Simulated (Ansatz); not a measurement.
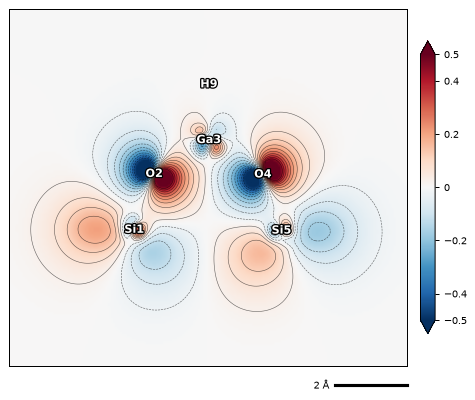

The picture shows: GaH₇O₂Si₂ (SMILES [SiH3][O][GaH][O][SiH3]). The HOMO on the plane of atoms O2, Ga3 and O4 (values in Å⁻³ᐟ²; the overall sign is arbitrary).

Geometry: PBE0-D4/def2-TZVP.

The calculation used RKS PBE0-D4/def2-TZVPP (Ansatz).

Input

```
crystal:
  periodic: [false, false, false]
  atoms:
    - {symbol: Si, position_ang: [-1.781611, 0.249678, 1.103739]}
    - {symbol: O, position_ang: [-0.885652, -1.115414, 1.086968]}
    - {symbol: Ga, position_ang: [0.647539, -1.751539, 0.466688]}
    - {symbol: O, position_ang: [1.548543, -0.672394, -0.612490]}
    - {symbol: Si, position_ang: [1.407118, 0.764818, -1.374613]}
    - {symbol: H, position_ang: [-0.914096, 1.461678, 1.110936]}
    - {symbol: H, position_ang: [-2.666782, 0.312396, -0.090358]}
    - {symbol: H, position_ang: [-2.621742, 0.257257, 2.329704]}
    - {symbol: H, position_ang: [1.163672, -3.150967, 0.840734]}
    - {symbol: H, position_ang: [1.925854, 1.864843, -0.517936]}
    - {symbol: H, position_ang: [2.192668, 0.720774, -2.635407]}
    - {symbol: H, position_ang: [-0.015513, 1.058870, -1.707956]}
basis:
  gaussian: {orbitals: def2-TZVPP}
hamiltonian: {xc: pbe0, dispersion: d4}
output: {orbitals: {seedname: orbitals}}
```

Launched as:

```sh
ansatz run in.yaml --threads 4 --pin off --events-out ev --progress --plain --max-ram 10444MiB
```

Q: Describe this orbital and give its energy.

A: By Hirshfeld shares it lies mainly on O2 (about 20 %), O4 (about 20 %), Si1 (about 10 %), Si5 (about 10 %), H8 (about 10 %) and H11 (about 10 %). Its energy is −8.47 eV.
